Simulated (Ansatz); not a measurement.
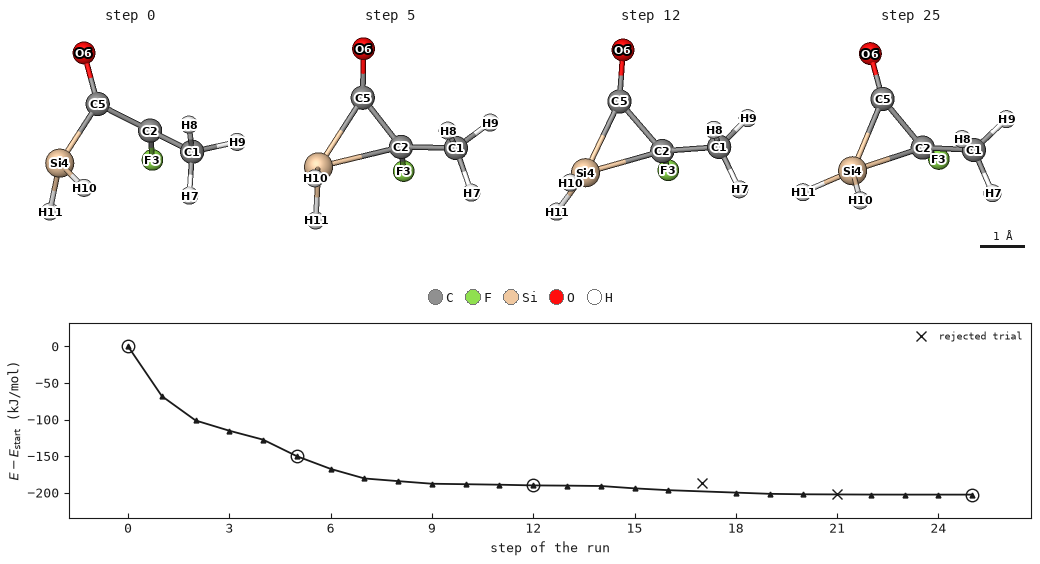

Frames of a relaxation of C₃H₅FOSi, marked on the history of the run. Style: ball-and-stick. Shown at a tilt.

The run prepares an end point of a later path (inversion) calculation, from a guessed geometry.

Method: RKS PBE0/6-31G* (Ansatz 0.2.0).

Input file:
```yaml
crystal:
  periodic: [false, false, false]
  atoms:
    - { symbol: C, position_ang: [-1.334, -0.2926, -0.1123] }
    - { symbol: C, position_ang: [-0.3099, 0.5408, 0.5758] }
    - { symbol: F, position_ang: [-0.1553, 0.2359, 1.9239] }
    - { symbol: Si, position_ang: [1.7436, -0.3027, -0.4024] }
    - { symbol: C, position_ang: [0.7851, 1.1103, -0.122] }
    - { symbol: O, position_ang: [0.9805, 2.2939, -0.4086] }
    - { symbol: H, position_ang: [-1.1805, -1.3228, -0.041] }
    - { symbol: H, position_ang: [-1.4297, 0.0474, -1.1864] }
    - { symbol: H, position_ang: [-2.3401, -0.0179, 0.3958] }
    - { symbol: H, position_ang: [1.107, -1.2616, -1.3776] }
    - { symbol: H, position_ang: [2.1987, -1.0877, 0.7753] }
basis:
  gaussian: { orbitals: "6-31G*" }
hamiltonian:
  xc: pbe0
relax:
  f_tol: 0.015
  max_steps: 40
```

Command:
```bash
ansatz run input.yaml --threads 2 --pin off --max-ram 3072MiB --backend cpu --events-out ev --progress --plain --runs-dir out
```

Describe the path.

Answer. The energy falls by 202.5 kJ/mol in 23 accepted moves (25 points after the start). Largest force component: 6.6 eV/Å at the start, 0.01 eV/Å at the end. The line search rejected the trial steps at points 17, 21 of the run. H11 moves most after the best rigid fit: 0.79 Å. Largest moves by element: H 0.79 Å, O 0.46 Å, C 0.44 Å, Si 0.35 Å, F 0.15 Å. Some distances before and after: C2–Si4 2.426 → 1.942 Å, C1–Si4 3.091 → 2.862 Å, Si4–C5 1.730 → 1.921 Å, C2–C5 1.418 → 1.491 Å. Bond angles that change, for instance: C2–C5–Si4 100.3° → 68.0°, C5–Si4–H10 113.0° → 130.9°, Si4–C5–O6 131.2° → 144.9°. From step 0 to 5: H10 moves most (0.72 Å), energy −150.1 kJ/mol. From step 5 to 12: H11 moves most (0.50 Å), energy −39.9 kJ/mol. From step 12 to 25: H10 moves most (0.78 Å), energy −12.6 kJ/mol.
